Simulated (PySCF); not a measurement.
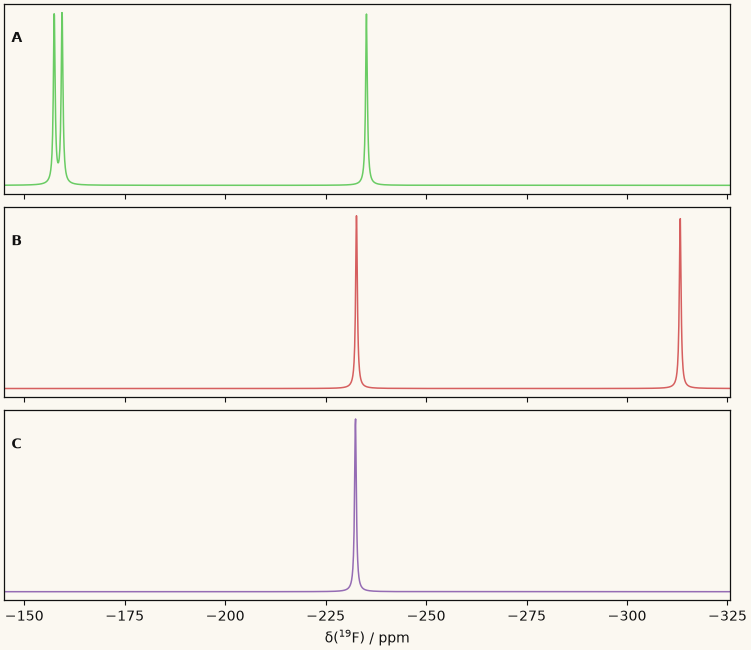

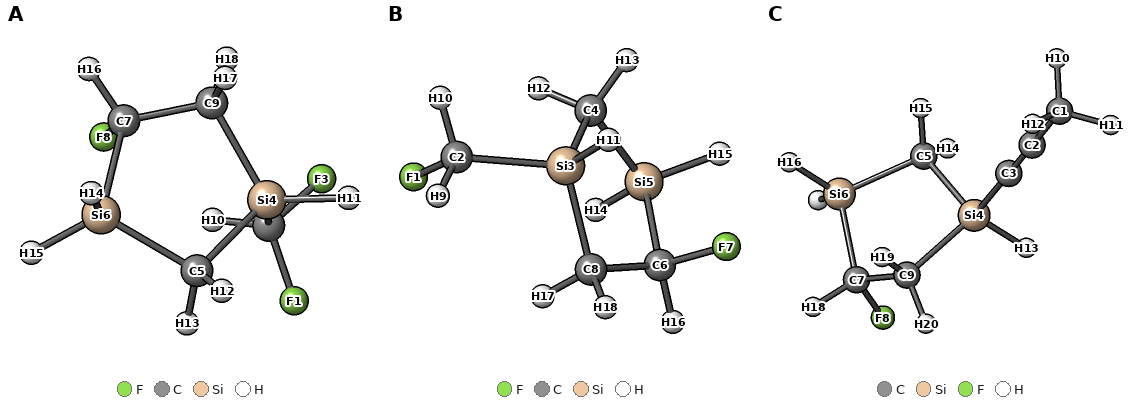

Related molecules: A is C₄H₉F₃Si₂, SMILES FC(F)[Si@@H]1C[SiH2][C@H](F)C1; B is C₄H₁₀F₂Si₂, SMILES FC[Si@@H]1C[SiH2][C@@H](F)C1; C is C₆H₁₁FSi₂, SMILES CC#C[Si@@H]1C[SiH2][C@@H](F)C1. GIAO ¹⁹F shifts against CFCl₃ (¹⁹F: this reference is a hard case for the method, so all values can be off together by tens of ppm, and differences between signals are safer), PBE0/pcSseg-1, PySCF 2.14.0, at a GFN2-xTB geometry (no frequency check); fully decoupled, line heights follow the number of nuclei within a panel, widths are arbitrary (no quadrupolar broadening); values of one conformer, averaged over methyl-type rotors and exact or near symmetry; other conformers aren't averaged in.

Assign the ¹⁹F signals of each molecule.

A: −157.5 (F1); −159.4 (F3); −235.2 (F8)
B: −232.7 (F7); −313.2 (F1)
C: −232.4 (F8)

The order of signals that lie close, as those under 3 ppm apart, is within the error of the method.

Limits of at least one run: the tight-binding geometry is rougher than a DFT one and adds to the error.
